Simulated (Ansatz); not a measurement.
**Nudged elastic band of GeH₂Cl₂OF**

The run: nudged elastic band of GeH₂Cl₂OF, multiplicity 2. Method and program: UKS PBE0/def2-SVP (Ansatz 0.2.0).

It belongs to a series of runs on one base structure; here: band between the two ends. Figures and captions count atoms from 1; the log counts them from 0 in places.

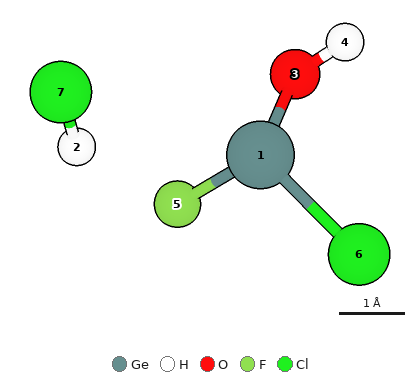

Fig. 1: The starting structure (ball-and-stick view, seen at a tilt; atoms are numbered from 1 in the order of the input). Sticks mark near contacts.

## Input file
```yaml
crystal:
  periodic: [false, false, false]
  atoms:
    - { symbol: Ge, position_ang: [0.114069, -0.72654, 0.002715] }
    - { symbol: H, position_ang: [-0.438089, 0.852403, 2.299533] }
    - { symbol: O, position_ang: [1.576197, 0.003872, -0.670582] }
    - { symbol: H, position_ang: [2.203415, -0.64387, -1.01696] }
    - { symbol: F, position_ang: [-0.818366, 0.711957, 0.385663] }
    - { symbol: Cl, position_ang: [-1.024369, -1.77417, -1.528919] }
    - { symbol: Cl, position_ang: [0.204843, 0.183648, 3.204349] }
magnetization:
  spin_polarized: true
  initial_magnetization: 1
basis:
  gaussian: { orbitals: def2-SVP }
hamiltonian:
  xc: pbe0
neb:
  order_check: false
  images: 4
  f_tol: 0.05
  max_iterations: 60
  climbing: false
  final_atoms:
    - { symbol: Ge, position_ang: [-0.58153061, -0.11217378, -0.81833664] }
    - { symbol: H, position_ang: [0.82288928, 0.74497097, 3.28517387] }
    - { symbol: O, position_ang: [0.9918408, 0.29576738, -0.12777222] }
    - { symbol: H, position_ang: [1.11468162, -0.11196237, 0.74483164] }
    - { symbol: F, position_ang: [-0.49672817, 0.57742933, -2.40864686] }
    - { symbol: Cl, position_ang: [-0.80176442, -2.26409038, -1.05758774] }
    - { symbol: Cl, position_ang: [0.76831151, -0.52264114, 3.05813695] }
  initial_path:
    images:
      - { positions_ang: [[0.114069, -0.72654, 0.002715], [-0.438089, 0.852403, 2.299533], [1.576197, 0.003872, -0.670582], [2.203415, -0.64387, -1.01696], [-0.818366, 0.711957, 0.385663], [-1.024369, -1.77417, -1.528919], [0.204843, 0.183648, 3.204349]] }
      - { positions_ang: [[0.05341945, -0.44590528, 0.00782782], [-0.24731982, 0.48789241, 2.105142], [1.58310546, 0.075778, -0.65830793], [2.12774949, -0.67511013, -0.92684946], [-0.89397808, 0.92837002, 0.03971945], [-0.97206462, -1.83777625, -1.20704393], [0.16678812, 0.07405122, 3.31531106]] }
      - { positions_ang: [[-0.00723011, -0.16527055, 0.01294064], [-0.05655064, 0.12338183, 1.91075099], [1.59001392, 0.147684, -0.64603387], [2.05208397, -0.70635026, -0.83673893], [-0.96959015, 1.14478303, -0.3062241], [-0.91976024, -1.9013825, -0.88516887], [0.12873325, -0.03554556, 3.42627313]] }
      - { positions_ang: [[-0.14635003, -0.04239731, -0.15126969], [0.19564501, 0.10189542, 2.10787917], [1.47314268, 0.20606308, -0.53747191], [1.8343373, -0.59996873, -0.4843806], [-0.90526259, 1.1178775, -0.86508607], [-0.87523932, -1.99936657, -0.79090262], [0.24142695, -0.17680339, 3.39703072]] }
      - { positions_ang: [[-0.36394032, -0.07728555, -0.48480316], [0.50926714, 0.4234332, 2.69652652], [1.23249174, 0.25091523, -0.33262207], [1.47450946, -0.35596555, 0.13022552], [-0.70099538, 0.84765341, -1.63686647], [-0.83850187, -2.13172848, -0.92424518], [0.50486923, -0.34972226, 3.22758384]] }
      - { positions_ang: [[-0.58153061, -0.11217378, -0.81833664], [0.82288928, 0.74497097, 3.28517387], [0.9918408, 0.29576738, -0.12777222], [1.11468162, -0.11196237, 0.74483164], [-0.49672817, 0.57742933, -2.40864686], [-0.80176442, -2.26409038, -1.05758774], [0.76831151, -0.52264114, 3.05813695]] }
```

Run on 4 threads of AMD EPYC (Zen 3), 24 GiB of memory available, shared host.

Launch command:
```bash
ansatz run input.yaml --threads 4 --pin off --max-ram 5120MiB --backend cpu --events-out ev --progress --plain --runs-dir out
```

## Log
```
Engine: ansatz 0.2.0, x86_64-unknown-linux-gnu
Functional definition: PBE0
  parameter a = 0.25
  parameter kappa = 0.804
  parameter beta = 0.06672455060314922
  exchange = (1 - a)*pbe_x(kappa = kappa, mu = beta*pi^2/3) + a*exact_x
  correlation = pbe_c(beta = beta)
1065 factors; integrals over basis functions are off by at most 3.0e-4 eV
mean field evaluation 1: about -86317.5153 eV, gradient 4.0e1 eV
mean field evaluation 2: about -86295.9628 eV, gradient 8.3e1 eV
mean field evaluation 4: about -86323.0798 eV, gradient 5.8e0 eV
mean field evaluation 8: about -86323.2098 eV, gradient 1.7e-1 eV
mean field evaluation 16: about -86323.2100 eV, gradient 1.4e-4 eV
mean field -86323.20998914 eV, -3172.3194551277 hartree, gradient 4.0e-5 eV, S^2 0.753236; 0 other end points of the search recorded, 0 dependent functions left out
the calculation of the forces begins
reference -86323.21001314 eV, -3172.3194560095 hartree; 43, 42 occupied and 63, 64 virtual orbitals, 1065 factors
1059 factors; integrals over basis functions are off by at most 5.1e-4 eV
mean field evaluation 32: about -86323.1326 eV, gradient 3.8e-4 eV
mean field -86323.13261881 eV, -3172.3166118205 hartree, gradient 1.9e-5 eV, S^2 0.753180; 0 other end points of the search recorded, 0 dependent functions left out
[... from here on the field's lines of each further geometry are left out, up to the last ...]
NEB iter   1: max|band force component| = 2.645e1 eV/Å  barrier→ = 6.8523 eV  barrier← = 6.7749 eV  Δτ_max = 0.1975 Å  (182 SCF iters)
NEB iter   2: max|band force component| = 6.534e0 eV/Å  barrier→ = 0.9580 eV  barrier← = 0.8806 eV  Δτ_max = 0.2000 Å  (146 SCF iters)
NEB iter   3: max|band force component| = 3.291e0 eV/Å  barrier→ = 0.5124 eV  barrier← = 0.4350 eV  Δτ_max = 0.1987 Å  (147 SCF iters)
NEB iter   4: max|band force component| = 8.365e-1 eV/Å  barrier→ = 0.4229 eV  barrier← = 0.3455 eV  Δτ_max = 0.1950 Å  (140 SCF iters)
NEB iter   5: max|band force component| = 1.173e0 eV/Å  barrier→ = 0.3464 eV  barrier← = 0.2690 eV  Δτ_max = 0.1005 Å  (134 SCF iters)
NEB iter   6: max|band force component| = 4.812e-1 eV/Å  barrier→ = 0.3040 eV  barrier← = 0.2267 eV  Δτ_max = 0.1993 Å  (132 SCF iters)
NEB iter   7: max|band force component| = 3.623e-1 eV/Å  barrier→ = 0.2755 eV  barrier← = 0.1982 eV  Δτ_max = 0.2000 Å  (132 SCF iters)
NEB iter   8: max|band force component| = 7.777e-1 eV/Å  barrier→ = 0.2482 eV  barrier← = 0.1709 eV  Δτ_max = 0.1008 Å  (133 SCF iters)
NEB iter   9: max|band force component| = 2.761e-1 eV/Å  barrier→ = 0.2376 eV  barrier← = 0.1603 eV  Δτ_max = 0.1972 Å  (132 SCF iters)
NEB iter  10: max|band force component| = 3.550e-1 eV/Å  barrier→ = 0.2239 eV  barrier← = 0.1465 eV  Δτ_max = 0.0993 Å  (133 SCF iters)
NEB iter  11: max|band force component| = 3.120e-1 eV/Å  barrier→ = 0.2082 eV  barrier← = 0.1308 eV  Δτ_max = 0.0998 Å  (129 SCF iters)
NEB iter  12: max|band force component| = 2.008e-1 eV/Å  barrier→ = 0.1968 eV  barrier← = 0.1194 eV  Δτ_max = 0.0999 Å  (130 SCF iters)
NEB iter  13: max|band force component| = 8.242e-2 eV/Å  barrier→ = 0.1852 eV  barrier← = 0.1078 eV  Δτ_max = 0.1997 Å  (130 SCF iters)
NEB iter  14: max|band force component| = 2.615e-1 eV/Å  barrier→ = 0.1710 eV  barrier← = 0.0936 eV  Δτ_max = 0.0983 Å  (133 SCF iters)
NEB iter  15: max|band force component| = 2.605e-1 eV/Å  barrier→ = 0.1689 eV  barrier← = 0.0915 eV  Δτ_max = 0.1001 Å  (131 SCF iters)
NEB iter  16: max|band force component| = 2.476e-1 eV/Å  barrier→ = 0.1671 eV  barrier← = 0.0897 eV  Δτ_max = 0.1009 Å  (133 SCF iters)
NEB iter  17: max|band force component| = 1.801e-1 eV/Å  barrier→ = 0.1661 eV  barrier← = 0.0888 eV  Δτ_max = 0.0764 Å  (134 SCF iters)
NEB iter  18: max|band force component| = 7.132e-2 eV/Å  barrier→ = 0.1654 eV  barrier← = 0.0880 eV  Δτ_max = 0.0831 Å  (132 SCF iters)
NEB iter  19: max|band force component| = 1.083e-1 eV/Å  barrier→ = 0.1653 eV  barrier← = 0.0880 eV  Δτ_max = 0.0420 Å  (134 SCF iters)
NEB iter  20: max|band force component| = 1.062e-1 eV/Å  barrier→ = 0.1654 eV  barrier← = 0.0881 eV  Δτ_max = 0.0420 Å  (127 SCF iters)
NEB iter  21: max|band force component| = 1.601e-1 eV/Å  barrier→ = 0.1654 eV  barrier← = 0.0881 eV  Δτ_max = 0.0424 Å  (132 SCF iters)
NEB iter  22: max|band force component| = 1.923e-1 eV/Å  barrier→ = 0.1656 eV  barrier← = 0.0882 eV  Δτ_max = 0.0853 Å  (132 SCF iters)
NEB iter  23: max|band force component| = 3.386e-1 eV/Å  barrier→ = 0.1655 eV  barrier← = 0.0881 eV  Δτ_max = 0.0847 Å  (133 SCF iters)
NEB iter  24: max|band force component| = 4.315e-1 eV/Å  barrier→ = 0.1657 eV  barrier← = 0.0883 eV  Δτ_max = 0.1684 Å  (135 SCF iters)
NEB iter  25: max|band force component| = 3.889e-1 eV/Å  barrier→ = 0.1679 eV  barrier← = 0.0906 eV  Δτ_max = 0.1999 Å  (133 SCF iters)
NEB iter  26: max|band force component| = 2.229e-1 eV/Å  barrier→ = 0.1719 eV  barrier← = 0.0946 eV  Δτ_max = 0.0853 Å  (132 SCF iters)
NEB iter  27: max|band force component| = 2.265e-1 eV/Å  barrier→ = 0.1719 eV  barrier← = 0.0945 eV  Δτ_max = 0.0430 Å  (133 SCF iters)
NEB iter  28: max|band force component| = 1.792e-1 eV/Å  barrier→ = 0.1709 eV  barrier← = 0.0935 eV  Δτ_max = 0.0431 Å  (133 SCF iters)
NEB iter  29: max|band force component| = 2.310e-1 eV/Å  barrier→ = 0.1684 eV  barrier← = 0.0910 eV  Δτ_max = 0.0215 Å  (133 SCF iters)
NEB iter  30: max|band force component| = 1.647e-1 eV/Å  barrier→ = 0.1678 eV  barrier← = 0.0904 eV  Δτ_max = 0.0214 Å  (136 SCF iters)
NEB iter  31: max|band force component| = 9.283e-2 eV/Å  barrier→ = 0.1673 eV  barrier← = 0.0899 eV  Δτ_max = 0.0214 Å  (135 SCF iters)
the calculation of the forces begins
reference -86323.09946301 eV, -3172.3153933673 hartree; 43, 42 occupied and 63, 64 virtual orbitals, 1062 factors
1063 factors; integrals over basis functions are off by at most 5.3e-4 eV
mean field evaluation 1056: about -86323.0433 eV, gradient 1.2e-4 eV
mean field -86323.04325751 eV, -3172.3133278532 hartree, gradient 1.7e-5 eV, S^2 0.753147; 1 other end points of the search recorded, 0 dependent functions left out
the calculation of the forces begins
reference -86323.04328257 eV, -3172.3133287741 hartree; 43, 42 occupied and 63, 64 virtual orbitals, 1063 factors
NEB iter  32: max|band force component| = 4.345e-2 eV/Å  barrier→ = 0.1667 eV  barrier← = 0.0894 eV  Δτ_max = 0.0000 Å  (263 SCF iters)
```

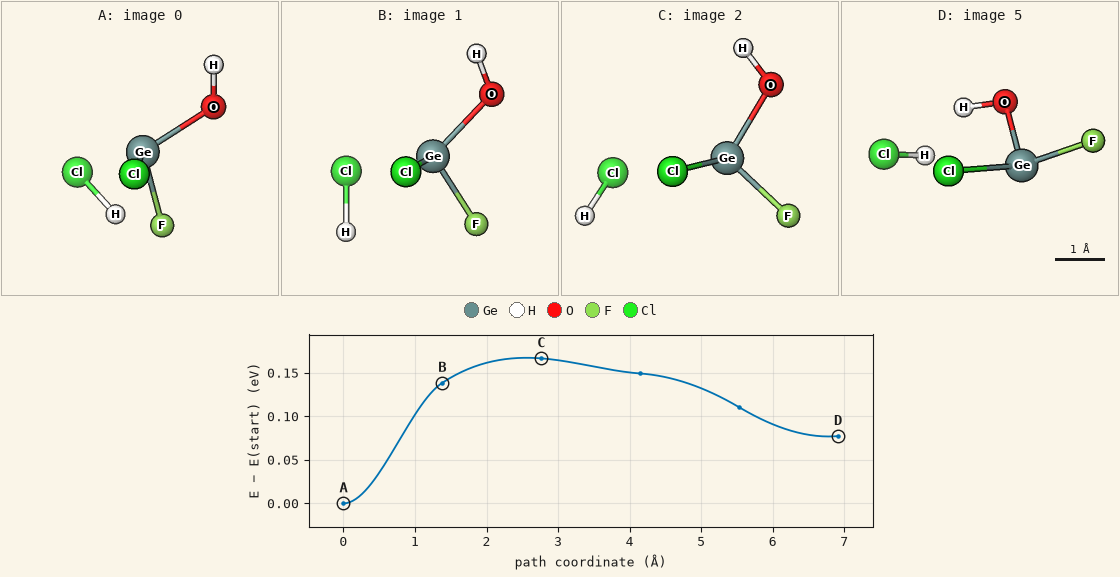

Fig. 2: Images of the last band (counted from 0; ball-and-stick, seen at a tilt) above the energy along the path; the line is a cubic interpolation that uses the forces. The highest image is number 2, 0.167 eV above the start and 0.089 eV above the end; the end lies 0.077 eV above the start. The path is 6.91 Å long. The band converged in 32 iterations.

```
Total energy: -86323.04328257 eV, -3172.3133287741 hartree
Atom 0 at     0.100138     0.007493    -0.238469 Å, force    -0.000242     0.013456    -0.010589 eV/Å
Atom 1 at    -0.703301    -0.360919     3.371522 Å, force    -0.022068    -0.014919     0.000639 eV/Å
Atom 2 at     1.603536     0.049114    -1.174513 Å, force    -0.009346    -0.026043     0.021626 eV/Å
Atom 3 at     2.156496    -0.725005    -1.006147 Å, force     0.017531     0.012693    -0.018822 eV/Å
Atom 4 at    -0.817657     1.302655    -0.941878 Å, force    -0.003308     0.003459    -0.003906 eV/Å
Atom 5 at    -0.982588    -1.847542    -0.641173 Å, force    -0.000513     0.003580     0.013230 eV/Å
Atom 6 at     0.461076     0.181504     3.306457 Å, force     0.017946     0.007774    -0.002177 eV/Å
Dipole moment:     0.177559    -0.361188     0.527476 e Å
this run last wrote the band of iteration 32 to [file]
```

## The last band as extended XYZ (Å, eV, eV/Å)
```
7
Properties=species:S:1:pos:R:3:forces:R:3 image=0 energy=-86323.20999
Ge    0.1141   -0.7265    0.0027   -0.0069  -0.0088  -0.0027
H    -0.4381    0.8524    2.2995   -0.0010   0.0013  -0.0019
O     1.5762    0.0039   -0.6706    0.0101   0.0066  -0.0035
H     2.2034   -0.6439   -1.0170   -0.0064  -0.0009   0.0026
F    -0.8184    0.7120    0.3857    0.0000   0.0009  -0.0002
Cl   -1.0244   -1.7742   -1.5289    0.0028   0.0022   0.0036
Cl    0.2048    0.1836    3.2043    0.0014  -0.0012   0.0021
7
Properties=species:S:1:pos:R:3:forces:R:3 image=1 energy=-86323.07145
Ge    0.1372   -0.4267   -0.1346   -0.0101  -0.0167  -0.0129
H    -0.8265    0.5322    3.1620   -0.0052   0.0341  -0.0136
O     1.6394   -0.0241   -0.9816    0.0067   0.0055   0.0040
H     2.2087   -0.7935   -1.1105    0.0042   0.0038  -0.0097
F    -0.7584    1.0581   -0.2531    0.0035  -0.0166   0.0490
Cl   -0.9939   -1.9274   -1.2497    0.0030  -0.0002  -0.0085
Cl    0.4112    0.1888    3.2432   -0.0021  -0.0100  -0.0085
7
Properties=species:S:1:pos:R:3:forces:R:3 image=2 energy=-86323.04326
Ge    0.1001    0.0075   -0.2385   -0.0002   0.0135  -0.0106
H    -0.7033   -0.3609    3.3715   -0.0221  -0.0149   0.0006
O     1.6035    0.0491   -1.1745   -0.0093  -0.0260   0.0216
H     2.1565   -0.7250   -1.0061    0.0175   0.0127  -0.0188
F    -0.8177    1.3027   -0.9419   -0.0033   0.0035  -0.0039
Cl   -0.9826   -1.8475   -0.6412   -0.0005   0.0036   0.0132
Cl    0.4611    0.1815    3.3065    0.0179   0.0078  -0.0022
7
Properties=species:S:1:pos:R:3:forces:R:3 image=3 energy=-86323.06064
Ge   -0.2092    0.1201   -0.3594   -0.0325  -0.0415  -0.0183
H    -0.2980    0.0034    3.2936    0.0027  -0.0194  -0.0065
O     1.4744   -0.0151   -0.8772    0.0167   0.0259  -0.0283
H     1.9991   -0.5932   -0.3096   -0.0099  -0.0094   0.0323
F    -0.9104    1.0755   -1.6290    0.0095  -0.0025  -0.0008
Cl   -1.1790   -1.8345   -0.4218    0.0086   0.0400   0.0214
Cl    0.9408   -0.1489    2.9791    0.0048   0.0069   0.0003
7
Properties=species:S:1:pos:R:3:forces:R:3 image=4 energy=-86323.09944
Ge   -0.3914   -0.0128   -0.5024    0.0183  -0.0134  -0.0100
H     0.1624    0.5688    3.0879    0.0282   0.0090  -0.0040
O     1.3718    0.0999   -0.4412   -0.0123   0.0107   0.0117
H     1.7171   -0.2740    0.3818   -0.0253   0.0184   0.0237
F    -0.7759    0.8359   -1.9657    0.0035   0.0080  -0.0179
Cl   -1.0459   -2.0652   -0.7837   -0.0100  -0.0137   0.0017
Cl    0.7796   -0.5453    2.8990   -0.0023  -0.0189  -0.0052
7
Properties=species:S:1:pos:R:3:forces:R:3 image=5 energy=-86323.13262
Ge   -0.5815   -0.1122   -0.8183    0.0163   0.0096  -0.0022
H     0.8229    0.7450    3.2852   -0.0014  -0.0282  -0.0057
O     0.9918    0.2958   -0.1278   -0.0212  -0.0074  -0.0075
H     1.1147   -0.1120    0.7448    0.0053   0.0023   0.0023
F    -0.4967    0.5774   -2.4086   -0.0003  -0.0051   0.0082
Cl   -0.8018   -2.2641   -1.0576   -0.0002   0.0009  -0.0018
Cl    0.7683   -0.5226    3.0581    0.0015   0.0279   0.0066
```

## Summary

```json
{"quantity": "outcome", "value": "converged"}
{"quantity": "barrier, forward", "value": "0.167 eV"}
{"quantity": "barrier, backward", "value": "0.089 eV"}
{"quantity": "wall time", "value": "4.6 min (CPU time 17 min)"}
{"quantity": "peak memory", "value": "0.42 GiB"}
```

The order of the saddle point was not checked.
